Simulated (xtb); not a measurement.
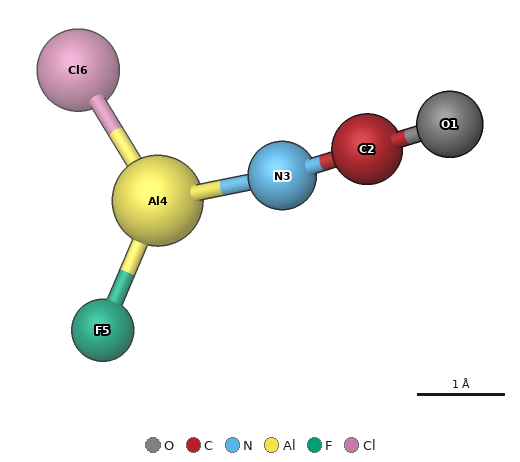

The starting structure (ball-and-stick view, seen at a tilt; atoms are numbered from 1 in the order of the input). Sticks mark near contacts. Bond lengths as drawn: Al–Cl 2.06 Å, Al–F 1.63 Å, Al–N 1.74 Å, C–N 1.20 Å and C–O 1.16 Å.

**CAlClFNO (charge −1): geometry relaxation (part 1 of 5)**

System: CAlClFNO, charge −1, multiplicity 2.
Method: GFN0-xTB (xtb 6.7.1).

The geometry comes from this level: PBE0-D4/def2-TZVP.

Input (struc.tmol):
```
$coord
     -3.261667291104     -0.569374481350      4.448226324757  o
     -1.954921675925     -0.462415982696      2.686434658768  c
     -0.607357976455     -0.370953238264      0.872675524352  n
      1.312981711390      0.062549934725     -1.763870364726  al
      2.606310271084     -2.396550671250     -3.103686187085  f
      1.984212430857      3.615801966859     -3.227274275636  cl
$end
```

Machine: 1 thread of Intel Xeon (Granite Rapids), 16 GiB of memory available, shared host.

Launch command:
```bash
xtb struc.tmol --gfn 0 -o vtight --wbo -c -1 --uhf 1 > struc.out
```

Log:
```
* xtb version 6.7.1
   ID    Z sym.   atoms
    1    8 o      1
    2    6 c      2
    3    7 n      3
    4   13 al     4
    5    9 f      5
    6   17 cl     6

           -------------------------------------------------
          |                Calculation Setup                |
           -------------------------------------------------

          program call               : xtb struc.tmol --gfn 0 -o vtight --wbo -c -1 --uhf 1
          coordinate file            : struc.tmol
          omp threads                :                     1

           -------------------------------------------------
          |                 G F N 0 - x T B                 |
           -------------------------------------------------

      * Hamiltonian:
        H0-scaling (s, p, d)           2.000000    2.486800    2.270000
        zeta-weighting                 1.000000
      * Dispersion:
        s8                             2.850000
        a1                             0.800000
        a2                             4.600000
        s9                             0.000000
      * Repulsion:
        kExp                           1.500000
        rExp                           1.000000
      * Coulomb:
        alpha                          0.000000
        third order                    atomic
        anisotropic                    false
      * Polar bond correction:
        rad-shift                      0.053700
        strength                      -0.012900
        en-exp                         3.484700
        en-scale                       0.509700

          ...................................................
          :                      SETUP                      :
          :.................................................:
          :  # basis functions                  36          :
          :  # atomic orbitals                  34          :
          :  # shells                           14          :
          :  # electrons                        33          :
          :  electronic temp.          300.0000000     K    :
          :  accuracy                    1.0000000          :
          :  -> integral cutoff          0.2500000E+02      :
          :  -> integral neglect         0.1000000E-07      :
          ...................................................
  Checking positiv definite overlap ...  done.

         #    Occupation            Energy/Eh            Energy/eV
      -------------------------------------------------------------
         1        2.0000           -0.9768249             -26.5808
       ...           ...                  ...                  ...
        11        2.0000           -0.4573957             -12.4464
        12        2.0000           -0.4449269             -12.1071
        13        2.0000           -0.4436539             -12.0724
        14        2.0000           -0.4413450             -12.0096
        15        2.0000           -0.4355936             -11.8531
        16        2.0000           -0.4333637             -11.7924
        17        1.0000           -0.2468948              -6.7184 (HOMO)
        18                         -0.2011254              -5.4729 (LUMO)
        19                         -0.1940013              -5.2790
        20                         -0.1251721              -3.4061
        21                         -0.0847778              -2.3069
        22                         -0.0829345              -2.2568
       ...                                ...                  ...
        34                          1.1696606              31.8281
      -------------------------------------------------------------
                  HL-Gap            0.0457695 Eh            1.2455 eV
             Fermi-level            0.0000000 Eh            0.0000 eV

 EHT (total)                   0 d,  0 h,  0 min,  0.001 sec
 EHT setup                      ...        0 min,  0.000 sec (  2.648%)
 Coordination number            ...        0 min,  0.000 sec (  1.230%)
 EEQ model density              ...        0 min,  0.000 sec (  1.248%)
 D4 Dispersion                  ...        0 min,  0.000 sec (  6.100%)
 Integral evaluation            ...        0 min,  0.000 sec ( 28.530%)
 Cholesky factorization         ...        0 min,  0.000 sec (  2.174%)
 Zeroth order Hamiltonian       ...        0 min,  0.000 sec ( 15.036%)
 Gradient calculation           ...        0 min,  0.001 sec ( 39.046%)

         :::::::::::::::::::::::::::::::::::::::::::::::::::::
         ::                     SUMMARY                     ::
         :::::::::::::::::::::::::::::::::::::::::::::::::::::
         :: total energy             -19.315000739908 Eh    ::
         :: gradient norm              0.141019794188 Eh/a0 ::
         :: HOMO-LUMO gap              1.245450970727 eV    ::
         ::.................................................::
         :: H0 energy                -18.083493674164 Eh    ::
         :: repulsion energy           0.156755093597 Eh    ::
         :: electrostat energy        -1.363207772869 Eh    ::
         :: -> Gsolv                   0.000000000000 Eh    ::
         ::    -> Gsasa                0.000000000000 Eh    ::
         ::    -> Gshift               0.000000000000 Eh    ::
         :: dispersion energy         -0.001876708070 Eh    ::
         :: short-range corr.         -0.023177678401 Eh    ::
         :: add. restraining           0.000000000000 Eh    ::
         :: total charge              -1.000000000000 e     ::
         :::::::::::::::::::::::::::::::::::::::::::::::::::::

      -----------------------------------------------------------
     |                   =====================                   |
     |                        A N C O P T                        |
     |                   =====================                   |
     |               Approximate Normal Coordinate               |
     |                Rational Function Optimizer                |
      -----------------------------------------------------------
      -----------------------------------------------------------
     |                   =====================                   |
     |                        A N C O P T                        |
     |                   =====================                   |
     |               Approximate Normal Coordinate               |
     |                Rational Function Optimizer                |
      -----------------------------------------------------------

          ...................................................
          :                      SETUP                      :
          :.................................................:
          :   optimization level         verytight          :
          :   max. optcycles                   200          :
          :   ANC micro-cycles                  20          :
          :   degrees of freedom                12          :
          :.................................................:
          :   RF solver                   davidson          :
          :   write xtbopt.log                true          :
          :   linear?                        false          :
          :   energy convergence         0.1000000E-06 Eh   :
          :   grad. convergence          0.2000000E-03 Eh/α :
          :   maxmium RF displ.          1.0000000          :
          :   Hlow (freq-cutoff)         0.1000000E-01      :
          :   Hmax (freq-cutoff)         5.0000000          :
          :   S6 in model hess.         20.0000000          :
          ...................................................

generating ANC from exact Hessian ...
Using Lindh-Hessian (1995)
 Shifting diagonal of input Hessian by    1.0346014974396682E-002
 Lowest  eigenvalues of input Hessian
    0.010000    0.010079    0.000000    0.000000    0.000000    0.000000
    0.000000    0.000000    0.010763    0.023163    0.056603    0.147771
    0.206371    0.556804    1.182037    1.363174    1.666333    3.120888
 Highest eigenvalues
    0.206371    0.556804    1.182037    1.363174    1.666333    3.120888

........................................................................
.............................. CYCLE    1 ..............................
........................................................................
     Diagonalization            ...        0 min,  0.000 sec
 * total energy  :   -19.3150007 Eh     change        0.0000000E+00 Eh
   gradient norm :     0.1410198 Eh/α   predicted     0.0000000E+00 (   0.00%)
   displ. norm   :     0.3170355 α      lambda       -0.2676795E-01
   maximum displ.:     0.2580474 α      in ANC's #7, #6, #4, ...

........................................................................
.............................. CYCLE    2 ..............................
........................................................................
     Diagonalization            ...        0 min,  0.000 sec
 * total energy  :   -19.3353398 Eh     change       -0.2033907E-01 Eh
   gradient norm :     0.0709930 Eh/α   predicted    -0.1472921E-01 ( -27.58%)
   displ. norm   :     0.3638640 α      lambda       -0.1668010E-01
   maximum displ.:     0.2878774 α      in ANC's #7, #6, #4, ...

........................................................................
.............................. CYCLE    3 ..............................
........................................................................
     Diagonalization            ...        0 min,  0.000 sec
 * total energy  :   -19.3469317 Eh     change       -0.1159191E-01 Eh
   gradient norm :     0.0323818 Eh/α   predicted    -0.9444240E-02 ( -18.53%)
   displ. norm   :     0.3331384 α      lambda       -0.6507338E-02
   maximum displ.:     0.2322920 α      in ANC's #7, #4, #6, ...

........................................................................
.............................. CYCLE    4 ..............................
........................................................................
     Diagonalization            ...        0 min,  0.000 sec
 * total energy  :   -19.3517089 Eh     change       -0.4777205E-02 Eh
   gradient norm :     0.0298501 Eh/α   predicted    -0.3614748E-02 ( -24.33%)
   displ. norm   :     0.3851323 α      lambda       -0.3991694E-02
   maximum displ.:     0.2631567 α      in ANC's #4, #7, #6, ...

........................................................................
.............................. CYCLE    5 ..............................
........................................................................
     Diagonalization            ...        0 min,  0.000 sec
 * total energy  :   -19.3548684 Eh     change       -0.3159447E-02 Eh
   gradient norm :     0.0235219 Eh/α   predicted    -0.2291893E-02 ( -27.46%)
   displ. norm   :     0.5701932 α      lambda       -0.4218369E-02
   maximum displ.:     0.4363319 α      in ANC's #4, #6, #7, ...

........................................................................
.............................. CYCLE    6 ..............................
........................................................................
     Diagonalization            ...        0 min,  0.000 sec
 * total energy  :   -19.3589258 Eh     change       -0.4057381E-02 Eh
   gradient norm :     0.0281346 Eh/α   predicted    -0.2794934E-02 ( -31.11%)
   displ. norm   :     0.9480575 α      lambda       -0.7720126E-02
   maximum displ.:     0.6972948 α      in ANC's #4, #6, #7, ...

........................................................................
.............................. CYCLE    7 ..............................
........................................................................
     Diagonalization            ...        0 min,  0.000 sec
 * total energy  :   -19.3657570 Eh     change       -0.6831289E-02 Eh
   gradient norm :     0.0576959 Eh/α   predicted    -0.7329610E-02 (   7.29%)
   displ. norm   :     0.4286059 α      lambda       -0.2739713E-02
   maximum displ.:     0.2692959 α      in ANC's #6, #4, #7, ...

........................................................................
.............................. CYCLE    8 ..............................
........................................................................
     Diagonalization            ...        0 min,  0.000 sec
 * total energy  :   -19.3663484 Eh     change       -0.5913219E-03 Eh
   gradient norm :     0.0922976 Eh/α   predicted    -0.1621500E-02 ( 174.22%)
   displ. norm   :     0.1082795 α      lambda       -0.1696368E-02
   maximum displ.:     0.0720924 α      in ANC's #6, #7, #4, ...

........................................................................
.............................. CYCLE    9 ..............................
........................................................................
     Diagonalization            ...        0 min,  0.000 sec
 * total energy  :   -19.3677288 Eh     change       -0.1380455E-02 Eh
   gradient norm :     0.0722627 Eh/α   predicted    -0.8581271E-03 ( -37.84%)
   displ. norm   :     0.3149313 α      lambda       -0.4825352E-02
   maximum displ.:     0.2039636 α      in ANC's #7, #4, #5, ...

........................................................................
.............................. CYCLE   10 ..............................
........................................................................
     Diagonalization            ...        0 min,  0.000 sec
 * total energy  :   -19.3715321 Eh     change       -0.3803250E-02 Eh
   gradient norm :     0.0533874 Eh/α   predicted    -0.2651970E-02 ( -30.27%)
   displ. norm   :     0.3861506 α      lambda       -0.9201750E-02
   maximum displ.:     0.2147924 α      in ANC's #5, #4, #7, ...
```
